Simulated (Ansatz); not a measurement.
## Electronic structure of AlFH₂···H₂O in real space

Input file:

```
crystal:
  periodic: [false, false, false]
  atoms:
    - { symbol: Al, position_ang: [0.0, 0.0, 0.0] }
    - { symbol: F, position_ang: [0.0, 0.0, 2.04] }
    - { symbol: H, position_ang: [1.351, 0.0, -0.78] }
    - { symbol: H, position_ang: [-1.351, 0.0, -0.78] }
    - { symbol: O, position_ang: [0.0869, -1.972, 0.6559] }
    - { symbol: H, position_ang: [-0.4595, -2.5566, 0.0397] }
    - { symbol: H, position_ang: [0.0526, -1.1932, 1.752] }
basis:
  gaussian: { orbitals: def2-SVP }
hamiltonian:
  xc: { name: BHLYP }
  dispersion: d4
relax:
  f_tol: 0.15
  max_steps: 25
  restrain:
    - { distance: [0, 4], at: 2.98, k: 30.0 }
    - { distance: [6, 1], at: 2.12, k: 30.0 }
    - { distance: [0, 1], at: 1.69, k: 30.0 }
    - { distance: [6, 4], at: 1.01, k: 30.0 }
output:
  orbitals: {}
```

Run with:

```sh
ansatz run input.yaml --threads 1 --pin off --max-ram 2048MiB --backend cpu --events-out ev --progress --plain --runs-dir out
```

The fields are those of the run's last geometry, not of the input's.

Not at a stationary point (largest force 1.2 eV/Å).

These are results of RKS BHLYP-D4/def2-SVP in Ansatz 0.2.0, not measurements.

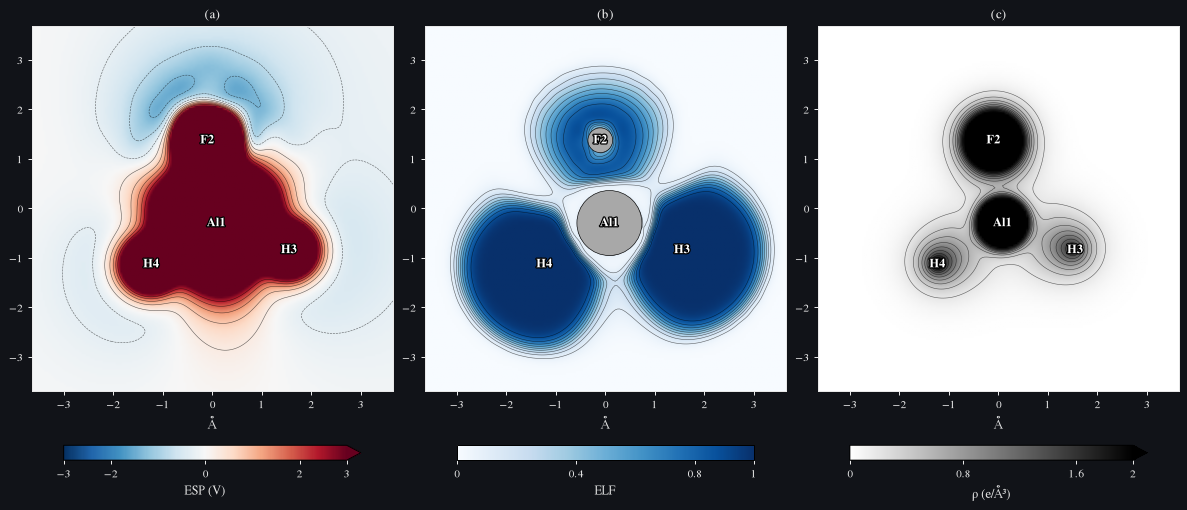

Figure 1. (a) molecular electrostatic potential; (b) ELF; (c) total electron density on the plane of atoms F2, Al1 and H4. Grey discs cover the atomic cores in the ELF map.

### Describe what can be read from this map.

The section cuts through Al, F and H sites.
Al–F (1.68 Å): ρ at the midpoint is about 0.76 e/Å³; the ELF peaks at about 0.85 in the valence shell of F, 0.6 Å from its nucleus, and is about 0.30 at the midpoint.
Al–H (1.56 Å): ρ at the midpoint is about 0.57 e/Å³; the ELF climbs to about 1 towards the hydrogen.
The ELF also peaks beside F2, away from the bonds: lone-pair regions.
Outside the dense part of the complex the potential is most negative (−1.5 V) near F2.

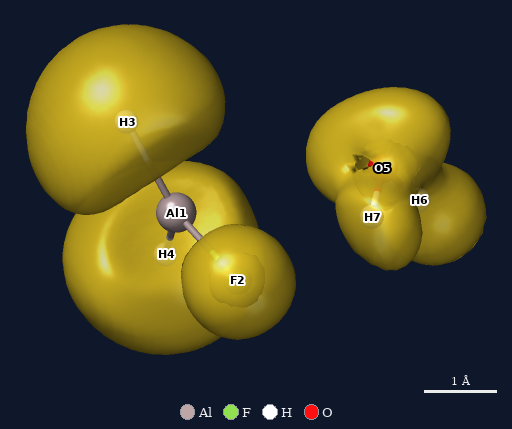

Figure 2. Isosurface of the electron localisation function at 0.75 (yellow), seen from one side. Only the valence region is drawn (cores and ρ < 0.01 e/Å³ removed).

### Identify the bonds, lone pairs and shells in this picture.

At this value the surface marks out two regions around hydrogen nuclei, one region wrapped around F (its valence shell) and one joined region spread over several atoms (H, O), in which their bonds and any lone pairs are merged. Along the contacts the grid gives the following. Al1···O5 (2.96 Å): the ELF is about 0.05 at the midpoint.

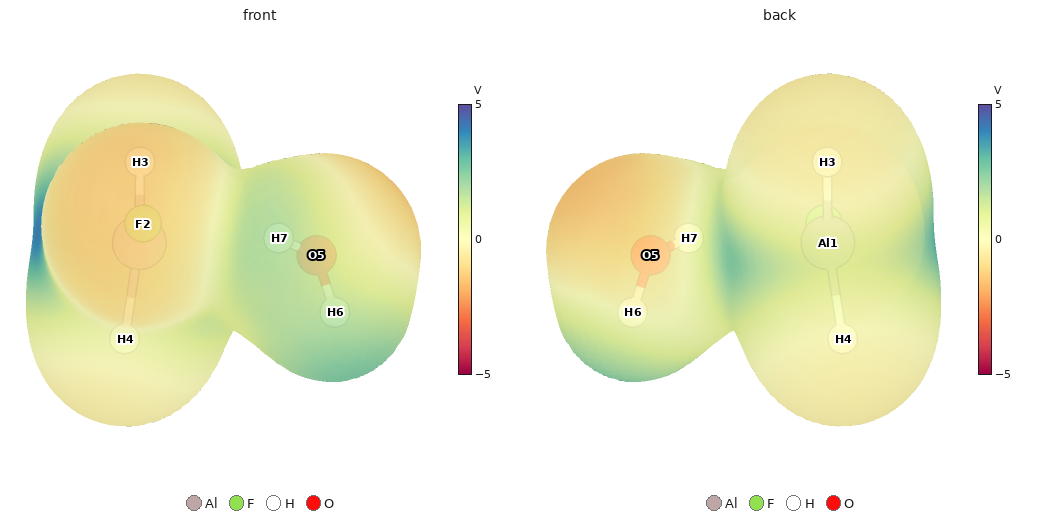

Figure 3. The molecular electrostatic potential painted on the density surface at 0.002 e/bohr³, seen from the front and from behind; red is negative and blue positive.

### Which sites attract a positive test charge, and which a negative one?

A positive charge is drawn to the negative regions and a negative charge to the positive ones. The most negative region (about −1.5 V) lies over O5, the most positive (about +3.9 V) over Al1. O5 is the likeliest acceptor of a hydrogen bond.

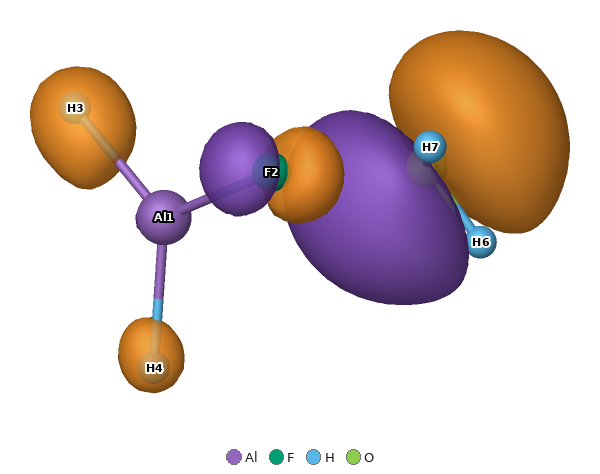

Figure 4. The HOMO−1 at ±0.1 Å⁻³ᐟ² (orange and purple are the two phases), seen at a tilt.

### Describe this orbital and give its energy.

Its weight (Hirshfeld) is mainly on O5 (about 80 %); largely a lone pair of O5. Its energy is −11.05 eV.
